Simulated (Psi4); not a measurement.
## Property calculation of SiPH3Cl (part 2 of 2)

SiPH3Cl, multiplicity 2, SMILES P[SiH]Cl; wB97M-D3(BJ)/aug-cc-pVDZ, UKS, DKH3 (Psi4 1.11). The geometry comes from this level: GFN2-xTB.

Geometry of the input (Å):
```
P  -0.4161  0.3396  -1.1494
Si 0.3629  -0.1321  0.8959
Cl 1.4531  -1.8456  0.8205
H  -1.4148  -0.6221  -1.1567
H  -1.2797  1.3338  -0.7221
H  1.2947  0.9264  1.3117
```

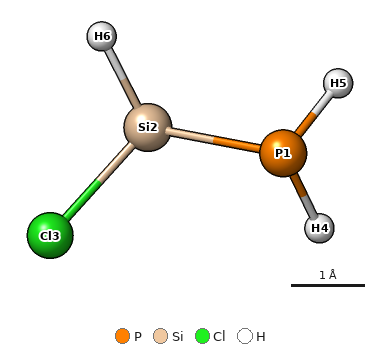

*The structure (ball-and-stick view, seen at a tilt; atoms are numbered from 1 in the order of the input).*

Output, continued
```
    Nuclear Repulsion Energy =            183.0101254003869826
    One-Electron Energy =               -1877.4279013531722740
    Two-Electron Energy =                 655.3321364199262007
    DFT Exchange-Correlation Energy =     -56.3354176134127016
    Empirical Dispersion Energy =          -0.0070005217130270
    VV10 Nonlocal Energy =                  0.0000000000000000
    Total Energy =                      -1095.4280576679848309

  UHF NO Occupations:
  HONO-2 :   23  A 1.9998298
  HONO-1 :   24  A 1.9990132
  HONO-0 :   25  A 1.0000000
  LUNO+0 :   26  A 0.0009868
  LUNO+1 :   27  A 0.0001702
  LUNO+2 :   28  A 0.0000467
  LUNO+3 :   29  A 0.0000363

Computation Completed

Properties will be evaluated at   0.000000,   0.000000,   0.000000 [a0]

Properties computed using the SCF density matrix

 Electrostatic potentials at the nuclear coordinates:
 ---------------------------------------------
   Center     Electrostatic Potential (a.u.)
 ---------------------------------------------
    1  P           -54.163914240058
    2 SI           -49.215748446019
    3 CL           -64.437250504641
    4  H            -1.047272699469
    5  H            -1.045165416828
    6  H            -1.085710302558
 ---------------------------------------------

 Multipole Moments:

 ------------------------------------------------------------------------------------
     Multipole            Electronic (a.u.)      Nuclear  (a.u.)        Total (a.u.)
 ------------------------------------------------------------------------------------

 L = 1.  Multiply by 2.5417464519 to convert [e a0] to [Debye]
 Dipole X            :          2.2705401           -2.7324996           -0.4619595
 Dipole Y            :         -3.1022385            3.4874070            0.3851685
 Dipole Z            :          0.4095549           -0.3868542            0.0227006
 Magnitude           :                                                    0.6018942

 ------------------------------------------------------------------------------------
  ==> Computing MBIS Charges <==

  Electron Count from Grid (Expected Number): 49.00000 (49.00000)
  Difference:  0.00000

  MBIS Charges: (a.u.)
   Center  Symbol  Z      Pop.       Charge
      1       P   15   15.144326   -0.144326
      2      SI   14   13.569512    0.430488
      3      CL   17   17.262485   -0.262485
      4       H    1    0.952965    0.047035
      5       H    1    0.957916    0.042084
      6       H    1    1.112800   -0.112800

  MBIS Dipoles: [e a0]
   Center  Symbol  Z        X           Y           Z
      1       P   15   -0.066060    0.029710   -0.171169
      2      SI   14    0.266389   -0.035987   -0.018235
      3      CL   17    0.184042   -0.255424   -0.022785
      4       H    1   -0.057146   -0.060799   -0.007608
      5       H    1   -0.050005    0.064358    0.018585
      6       H    1    0.076329    0.074611    0.028436

  MBIS Quadrupoles: [e a0^2]
   Center  Symbol  Z      XX        XY        XZ        YY        YZ        ZZ
      1       P   15   -10.3546   -0.0295    0.2525   -9.8435    0.2396   -10.9258
      2      SI   14   -9.3606    0.0451    0.0427   -8.9058    0.0429   -9.2835
      3      CL   17   -9.7551   -0.0380    0.0174   -9.6797   -0.0165   -9.7331
      4       H    1   -0.6056   -0.0052    0.0008   -0.5971   -0.0064   -0.6186
      5       H    1   -0.6106    0.0043    0.0051   -0.6138    0.0114   -0.6174
      6       H    1   -0.7938   -0.0135    0.0120   -0.7824   -0.0009   -0.7889

  MBIS Octupoles: [e a0^3]
   Center  Symbol  Z      XXX       XXY       XXZ       XYY       XYZ       XZZ       YYY       YYZ       YZZ       ZZZ
      1       P   15   -0.0067    0.2248   -0.5829    0.6468    0.3530   -0.7394    0.1033   -0.3566    0.2652   -1.6086
      2      SI   14    2.0384    0.0736   -0.3842   -0.5957   -0.3448    1.4973    0.7923   -0.1699   -0.3814    0.6175
      3      CL   17    0.8292   -0.5897   -0.1045    0.6803    0.0188    0.2379   -1.4882   -0.0212   -0.2558   -0.0859
      4       H    1   -0.0601   -0.0224   -0.0131   -0.0037    0.0039   -0.0432   -0.1011   -0.0119   -0.0423   -0.0441
      5       H    1   -0.0537    0.0329   -0.0007   -0.0012    0.0131   -0.0329    0.1128   -0.0074    0.0451    0.0137
      6       H    1    0.1154    0.0243   -0.0009    0.0093   -0.0104    0.0528    0.0907    0.0031    0.0332    0.0456

  MBIS Radial Moments:
   Center  Symbol  Z      [a0^2]      [a0^3]      [a0^4]
      1       P   15   31.123958   89.173306   314.738624
      2      SI   14   27.549914   85.527276   332.245447
      3      CL   17   29.167979   70.251895   206.071275
      4       H    1    1.821349    3.554286    8.310869
      5       H    1    1.841865    3.606373    8.458939
      6       H    1    2.365153    4.857291   11.955972

  MBIS Valence Widths: [a0]
   Center  Symbol  Z     Width
      1       P   15    0.637465
      2      SI   14    0.703590
      3      CL   17    0.527840
      4       H    1    0.404135
      5       H    1    0.405261
      6       H    1    0.426621

  MBIS Valence Charges: (a.u.)
   Center  Symbol  Z     Charge
      1       P   15   -6.221542
      2      SI   14   -4.366770
      3      CL   17   -8.661105
      4       H    1   -0.952965
      5       H    1   -0.957916
      6       H    1   -1.112800

  Mayer Bond Indices:

  Total Bond Index:
  Irrep: 1 Size: 6 x 6

                 1                   2                   3                   4                   5

    1     0.00000000000000     1.13799956876141     0.03870093642808     0.82980852341673     0.86863976401977
    2     1.13799956876141     0.00000000000000     0.96671987118400     0.00710056909320     0.01643476079929
    3     0.03870093642808     0.96671987118400     0.00000000000000     0.00700315941231    -0.00213988566995
    4     0.82980852341673     0.00710056909320     0.00700315941231     0.00000000000000     0.09958810385023
    5     0.86863976401977     0.01643476079929    -0.00213988566995     0.09958810385023     0.00000000000000
    6     0.02341680573553     0.80629440924115     0.02704958110209     0.00465578864036    -0.00085217657634

                 6

    1     0.02341680573553
    2     0.80629440924115
    3     0.02704958110209
    4     0.00465578864036
    5    -0.00085217657634
    6     0.00000000000000

  Alpha Contribution:
  Irrep: 1 Size: 6 x 6

                 1                   2                   3                   4                   5

    1     0.00000000000000     0.54601601514539     0.01491336089516     0.41275335661444     0.43128440737425
    2     0.54601601514539     0.00000000000000     0.43492856457025    -0.00764377530756     0.00304102655116
    3     0.01491336089516     0.43492856457025     0.00000000000000     0.00451558623774    -0.00247111499553
    4     0.41275335661444    -0.00764377530756     0.00451558623774     0.00000000000000     0.05074187563356
    5     0.43128440737425     0.00304102655116    -0.00247111499553     0.05074187563356     0.00000000000000
    6     0.00720022855847     0.42221075001749     0.01170293231031     0.00229780929478    -0.00013658684160

                 6

    1     0.00720022855847
    2     0.42221075001749
    3     0.01170293231031
    4     0.00229780929478
    5    -0.00013658684160
    6     0.00000000000000

  Beta Contribution:
  Irrep: 1 Size: 6 x 6

                 1                   2                   3                   4                   5

    1     0.00000000000000     0.59198355361603     0.02378757553291     0.41705516680229     0.43735535664552
    2     0.59198355361603     0.00000000000000     0.53179130661375     0.01474434440076     0.01339373424812
    3     0.02378757553291     0.53179130661375     0.00000000000000     0.00248757317457     0.00033122932558
    4     0.41705516680229     0.01474434440076     0.00248757317457     0.00000000000000     0.04884622821667
    5     0.43735535664552     0.01339373424812     0.00033122932558     0.04884622821667     0.00000000000000
    6     0.01621657717706     0.38408365922366     0.01534664879178     0.00235797934558    -0.00071558973474

                 6

    1     0.01621657717706
    2     0.38408365922366
    3     0.01534664879178
    4     0.00235797934558
    5    -0.00071558973474
    6     0.00000000000000

  Atomic Valences:

 #  #
 Irrep: 1
      1:    2.898565598361517
      2:    2.934549179079055
      3:    1.037333662456521
      4:    0.948156144412825
      5:    0.981670566422990
      6:    0.860564408142784

  Wiberg Bond Indices using Orthogonal Lowdin Orbitals:

  Total Bond Index:
  Irrep: 1 Size: 6 x 6

                 1                   2                   3                   4                   5

    1     0.00000000000000     1.45925404542122     0.19310263685273     1.22017088480162     1.22744754386868
    2     1.45925404542122     0.00000000000000     2.02415542072250     0.21115911933365     0.20889352374185
    3     0.19310263685273     2.02415542072250     0.00000000000000     0.01748340422788     0.02189326834712
    4     1.22017088480162     0.21115911933365     0.01748340422788     0.00000000000000     0.18809775139627
    5     1.22744754386868     0.20889352374185     0.02189326834712     0.18809775139627     0.00000000000000
    6     0.16202158846512     1.09766579811903     0.15998591143408     0.01649925031346     0.01271649514224

                 6

    1     0.16202158846512
    2     1.09766579811903
    3     0.15998591143408
    4     0.01649925031346
    5     0.01271649514224
    6     0.00000000000000

  Alpha Contribution:
  Irrep: 1 Size: 6 x 6

                 1                   2                   3                   4                   5

    1     0.00000000000000     0.76013142984149     0.09385676782094     0.61983833945552     0.62183957725990
    2     0.76013142984149     0.00000000000000     1.02719916410912     0.10519003576089     0.10403889370879
    3     0.09385676782094     1.02719916410912     0.00000000000000     0.00818310306464     0.01086654624596
    4     0.61983833945552     0.10519003576089     0.00818310306464     0.00000000000000     0.09433917493379
    5     0.62183957725990     0.10403889370879     0.01086654624596     0.09433917493379     0.00000000000000
    6     0.08244766674309     0.60570902708183     0.08146710229320     0.00854279933100     0.00578574514826

                 6

    1     0.08244766674309
    2     0.60570902708183
    3     0.08146710229320
    4     0.00854279933100
    5     0.00578574514826
    6     0.00000000000000

  Beta Contribution:
  Irrep: 1 Size: 6 x 6

                 1                   2                   3                   4                   5

    1     0.00000000000000     0.69912261557973     0.09924586903179     0.60033254534610     0.60560796660878
    2     0.69912261557973     0.00000000000000     0.99695625661338     0.10596908357276     0.10485463003306
    3     0.09924586903179     0.99695625661338     0.00000000000000     0.00930030116324     0.01102672210116
    4     0.60033254534610     0.10596908357276     0.00930030116324     0.00000000000000     0.09375857646247
    5     0.60560796660878     0.10485463003306     0.01102672210116     0.09375857646247     0.00000000000000
    6     0.07957392172203     0.49195677103720     0.07851880914088     0.00795645098246     0.00693074999398

                 6

    1     0.07957392172203
    2     0.49195677103720
    3     0.07851880914088
    4     0.00795645098246
    5     0.00693074999398
    6     0.00000000000000

  Atomic Valences:

 #  #
 Irrep: 1
      1:    4.261996699409365
      2:    5.001127907338253
      3:    2.416620641584308
      4:    1.653410410072867
      5:    1.659048582496157
      6:    1.448889043473945

  Natural Orbital Occupations:

  Alpha Occupations:
  HONO-2 :   23  A    1.000
  HONO-1 :   24  A    1.000
  HONO-0 :   25  A    1.000
  LUNO+0 :   26  A    0.000
  LUNO+1 :   27  A    0.000
  LUNO+2 :   28  A    0.000
  LUNO+3 :   29  A    0.000

  Beta Occupations:
  HONO-2 :   22  A    1.000
  HONO-1 :   23  A    1.000
  HONO-0 :   24  A    1.000
  LUNO+0 :   25  A    0.000
  LUNO+1 :   26  A    0.000
  LUNO+2 :   27  A    0.000
  LUNO+3 :   28  A    0.000

  Total Occupations:
  HONO-2 :   22  A    2.000
  HONO-1 :   23  A    2.000
  HONO-0 :   24  A    2.000
  LUNO+0 :   25  A    1.000
  LUNO+1 :   26  A    0.000
  LUNO+2 :   27  A    0.000
  LUNO+3 :   28  A    0.000

	total time  =         47 seconds =       0.78 minutes

    Psi4 run time: 0:00:46.89
```
